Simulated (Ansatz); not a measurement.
Stretching the Be1–H2 bond in BeClH (SMILES [BeH][Cl]) (multiplicity 1 held, fragments rigid). Energies count from the point at 1.323 Å.
Geometry at that point (charge 0, multiplicity 1):
```xyz
3

Be     0.00000     0.00000    -1.33527
H      0.00000     0.00000    -2.65794
Cl     0.00000     0.00000     0.47053
```

Restricted levels (R-, RO-) in cc, def2 and unpolarised 6-31G sets keep to the state of the molecule at rest. Unrestricted levels (U-) break spin symmetry where that is lower. Active spaces are followed from a long bond inwards. Levels need not reach the same state.

Cores are frozen in the correlated methods.

Codes used: Ansatz (Gaussian orbitals). Each number belongs to the level named beside it.

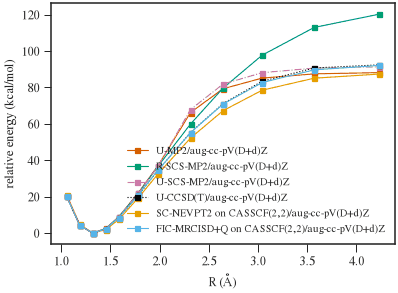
Figure: Relative energy along the coordinate

Doubts at one or more of the structures used: a spin-contaminated determinant (U-MP2/aug-cc-pV(D+d)Z, U-SCS-MP2/aug-cc-pV(D+d)Z, U-CCSD(T)/aug-cc-pV(D+d)Z); a restricted determinant that unrestricted orbitals would lower (R-SCS-MP2/aug-cc-pV(D+d)Z); T1 above 0.05 (U-CCSD(T)/aug-cc-pV(D+d)Z).

Ansatz is a program for electronic structure.
